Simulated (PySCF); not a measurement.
Scan of CS₂, singlet: map of symmetric stretch and bend. Scanned: C-S bond length and S-C-S angle.

Cartesian coordinates as functions of the variables (Å; names that start with a are angles):
```
C  0  0  0
S  r*sin(a/2)  0  r*cos(a/2)
S  -r*sin(a/2)  0  r*cos(a/2)
```

Calculation: restricted Hartree-Fock/LANL2DZ, with its core potentials past Ne (PySCF).

Energy in kcal/mol above the lowest grid point; x is the C-S bond length (Å), y the S-C-S angle (°).

```
y \ x    1.32   1.42   1.49   1.57   1.65   1.73   1.80   1.88   1.96   2.04   2.09
------  -----  -----  -----  -----  -----  -----  -----  -----  -----  -----  -----
180     131.6   40.8   11.1    0.0  246.9  242.4  244.8  252.1  244.3  236.7  234.1
173.95  132.6   41.5   11.7    0.5  245.2  240.3  241.9  246.1  239.9  234.1  232.2
165.32  137.6   45.2   14.8    3.0  237.0  230.7  229.8  229.2  226.7  225.0  224.8
156.68  147.1   52.5   20.8  242.0  223.8  215.9  213.5  212.6  212.6  213.8  215.2
148.04  162.1  311.7  261.7  226.7  207.9  199.3  196.7  196.7  198.8  202.3  205.2
139.41  413.3  295.5  245.3  210.1  191.1  182.6  180.4  181.7  185.6  191.1  195.1
130.77  398.1  279.4  228.8  193.4  174.4  166.2  164.8  167.4  172.8  180.1  185.2
122.14  385.0  264.4  213.1  177.2  158.2  150.5  149.8  153.6  160.5  169.3  175.4
113.50  375.6  251.7  199.0  162.3  143.0  135.5  135.4  140.1  148.2  158.4  165.4
104.86  372.3  243.1  188.1  149.7  129.4  121.6  121.6  126.9  135.9  147.2  155.0
96.23   379.8  241.9  182.8  141.1  118.7  109.6  109.1  114.3  123.6  135.6  143.9
85      420.9  261.7  192.4  142.2  113.7  100.3   97.2  100.4  108.6  120.2  128.6
```

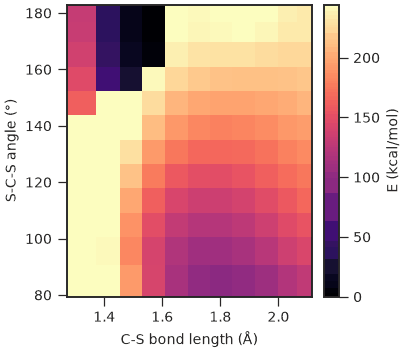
Figure. Energy surface, cut off at 244 kcal/mol.

Points that lie below all their neighbours on the grid: x = 1.57, y = 180 on the edge of the grid (0.0 kcal/mol); x = 1.80, y = 85 on the edge of the grid (97.2 kcal/mol). The lowest path on the grid from the first to the second passes x = 1.65, y = 156.68 at 223.8 kcal/mol.
